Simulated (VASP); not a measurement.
Band structure of Tm (relaxed from the simple-cubic structure, space group Pm-3m). These are PBEsol GGA, VASP's PBE PAW potentials (set 64) (plane waves; VASP) values and carry that method's errors.

The 4f electrons are frozen in the core of the lanthanide potential, so 4f levels, which can set the real gap, and their magnetism are missing.

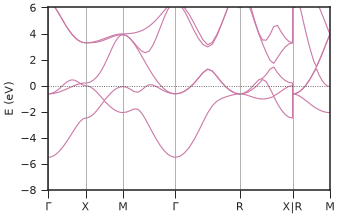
Figure: Bands along high-symmetry lines, zero at the valence-band maximum or, without a gap, the Fermi level

Q: Read the plot: is there a gap, and where are the band edges?

A: It has no gap at this level: it comes out as a metal or semimetal. (Edges off the drawn lines would not show.)

The structure was generated: Tm was put into the simple-cubic type (Pm-3m), which need not be its known phase. It was relaxed first, which changed the volume by -8 %.
